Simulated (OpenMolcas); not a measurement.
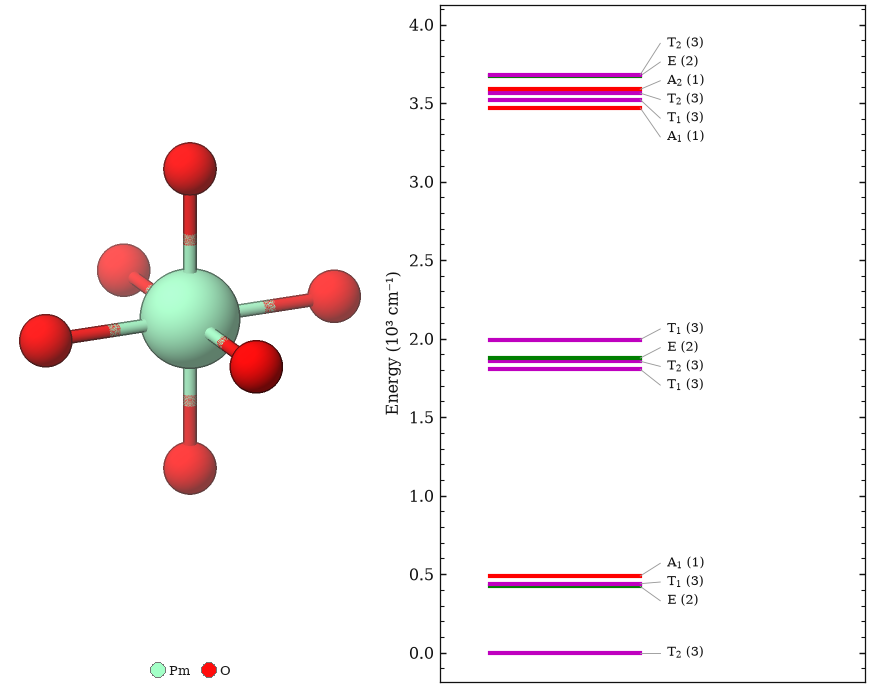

Pm³⁺ (4f⁴) as a dopant in CaO, a cluster with its 6 nearest O²⁻ at 2.317 Å (octahedron) embedded in model potentials and point charges; the geometry was set, not optimised, and its levels. Labels give the representation in O, Td, D4 or D3 as the site allows (double group for half-integer spin) where it could be assigned and, in brackets, the degeneracy; spin-free states, where drawn, share the zero of the spin-orbit levels. The calculation used state-averaged CASSCF, active space 4 electrons in the shell 4f, basis ANO-RCC-VDZP on all atoms, DKH2 scalar Hamiltonian, spin-orbit coupling by RASSI with atomic mean-field integrals (OpenMolcas).

> Give the ground level and the first gap.

The ground level is T₂, 3-fold degenerate, 98 % from states of spin multiplicity 5, effective J = 4.00, with |mJ| = 3 the largest share (58 %). The next level lies at 422 cm⁻¹ (E). The lowest J multiplet spreads over 488 cm⁻¹. The active orbitals hold 99 to 100 % metal character (Löwdin), and the Mulliken charge of the metal is +2.33.

Note: high states of lower spin left out of the spin-orbit mixing; the geometry is set by hand, with no relaxation and no charge compensation; spin-free states above about 39,000 cm⁻¹ are left out of the spin-orbit step.
